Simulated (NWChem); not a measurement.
# C2H4BrCl (1-bromo-1-chloroethane): TPSSh/DGauss-DZVP

What is the electronic atomisation energy of C2H4BrCl (1-bromo-1-chloroethane) at TPSSh/DGauss-DZVP? 

Program for the calculation: NWChem 7.3.0.

### 1 The molecule

C2H4BrCl: 8 atoms, total charge 0, spin state singlet. SMILES: `CC(Cl)Br`. The coordinates come from a PBE0-D4/def2-TZVP relaxation.

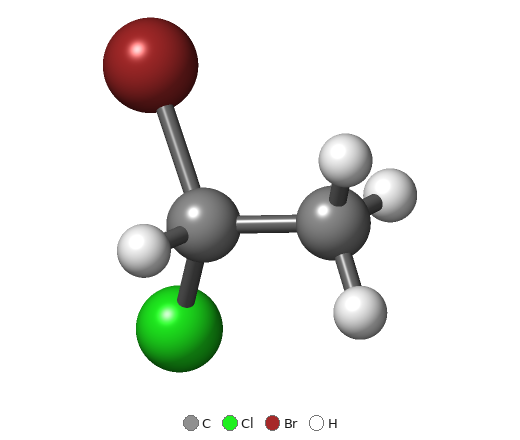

The structure, seen from a chosen angle (carbon grey, chlorine green, bromine red, hydrogen white).

### 2 The energy at TPSSh/DGauss-DZVP (run 1)

File job.nw:

```
start job
memory stack 880 mb heap 220 mb global 1100 mb
geometry units angstroms noautosym nocenter noautoz
 C     0.165300    0.812500    0.022800
 C    -0.091600   -0.665200    0.116100
 Cl    1.308100   -1.595600   -0.439400
 Br   -1.682700   -1.150500   -0.897800
 H     0.352400    1.105700   -1.010200
 H    -0.699500    1.363100    0.396600
 H     1.039500    1.067300    0.626000
 H    -0.299600   -0.994300    1.130100
end
basis spherical bse
 * library DGauss-DZVP
end
dft
 xc xctpssh
 grid fine
 convergence energy 1e-08
 iterations 100
 mulliken
 noprint "final vectors analysis"
end
task dft energy
```

On the command line:

```
nwchem job.nw > job.out
```

Output:

```text
[...]
          Wavefunction type:  closed shell.
          No. of atoms     :     8
          No. of electrons :    68
[...]
          Charge           :     0
          Spin multiplicity:     1
[...]
          AO basis - number of functions:    81
[...]
              XC Information
              --------------
                  TPSS hybrid Method XC Functional
                     Hartree-Fock (Exact) Exchange  0.100
                  TPSS metaGGA Exchange Functional  0.900
             TPSS03 metaGGA Correlation Functional  1.000
[...]
 d= 0,ls=0.0,diis     1  -3112.2766581425 -3.43D+03  1.97D-02  6.42D-01     4.7
[...]
 d= 0,ls=0.0,diis     8  -3112.3609154125 -1.81D-09  3.80D-06  6.40D-08    28.8
         Total DFT energy =    -3112.360915412517
      One electron energy =    -4954.371014877010
           Coulomb energy =     1655.240081393691
    Exchange-Corr. energy =     -131.584954488579
 Nuclear repulsion energy =      318.354972559381
[...]
      Total Density - Mulliken Population Analysis
     ---------------------------------------------
    Atom       Charge   Shell Charges
 -----------   ------   -------------------------------------------------------
    1 C    6     6.58   2.00  0.76  0.61  2.65  0.52  0.06
    2 C    6     6.32   2.00  0.79  0.57  2.41  0.45  0.10
    3 Cl  17    17.03   2.00  2.00  1.13  0.83  5.99  3.82  1.23  0.03
    4 Br  35    35.09   2.00  2.00  2.00  1.13  0.84  6.00  6.01  4.08  0.99  9.92  0.13
    5 H    1     0.76   0.57  0.19
    6 H    1     0.76   0.57  0.19
    7 H    1     0.77   0.57  0.19
    8 H    1     0.69   0.57  0.12
[...]
```

Run time: 29 s. Hardware: 1 thread of Intel Xeon Platinum 8259CL at 2.50GHz (Skylake/Cascade Lake), shared host; peak memory 0.12 GiB.

### 3 The Br atom at the same level (run 2)

File br.nw:

```
START br
TITLE "Br"
memory 2200 mb
GEOMETRY units angstroms noautosym nocenter noautoz
  Br    0.000000    0.000000    0.000000
END
BASIS spherical bse
  * library DGauss-DZVP
END
DFT
  xc xctpssh
  mult 2
  grid fine
  convergence energy 1e-08
  iterations 100
  mulliken
  noprint "final vectors analysis"
END
TASK dft energy
```

Run the same way, it converges to -2573.52317 Eh (log not shown).

### 4 The C atom, same level (run 3)

File struct.nw:

```
echo
start struct
title "C energy"
memory stack 880 mb heap 220 mb global 1100 mb
charge 0

geometry units angstrom noautosym nocenter noautoz
   C      0.000000     0.000000     0.000000
end

basis "ao basis" spherical bse
   * library DGauss-DZVP
end

dft
   xc xctpssh
   mult 3
   grid fine
   convergence energy 1e-08
   iterations 100
   mulliken
   noprint "final vectors analysis"
end

task dft
```

Run the same way, it converges to -37.85296 Eh (log not shown).

Run 4 isn't shown in full; the table further down has it.

### 5 The H atom (run 5)

File h.nw:

```
start h
memory stack 880 mb heap 220 mb global 1100 mb
charge 0

geometry units atomic noautosym nocenter noautoz
H      0.00000000     0.00000000     0.00000000
end

basis spherical bse
* library DGauss-DZVP
end

dft
xc xctpssh
mult 2
grid fine
convergence energy 1e-08
maxiter 100
mulliken
print low
end

task dft energy
```

Run the same way, it converges to -0.49797 Eh (log not shown).

### 6 The series

```
run               level  partner   energy (Eh)  wall time
  1   TPSSh/DGauss-DZVP     base  -3112.360915       29 s
  2  UTPSSh/DGauss-DZVP    atoms  -2573.523165      5.1 s
  3  UTPSSh/DGauss-DZVP    atoms    -37.852965      1.3 s
  4  UTPSSh/DGauss-DZVP    atoms   -460.098743      1.6 s
  5  UTPSSh/DGauss-DZVP    atoms     -0.497967     0.75 s
```

### 7 Outcome

At TPSSh/DGauss-DZVP:

| quantity | value |
| --- | --- |
| H atom: total energy | -0.49797 Eh |
| H atom: ⟨S²⟩ | 0.750 |
| electronic atomisation energy | 28.333 eV |

What this shows: Taking the molecule apart into free atoms costs 28.33 eV (653 kcal/mol), before zero-point energy and without spin-orbit coupling. All runs together took 38 s, the longest 29 s.
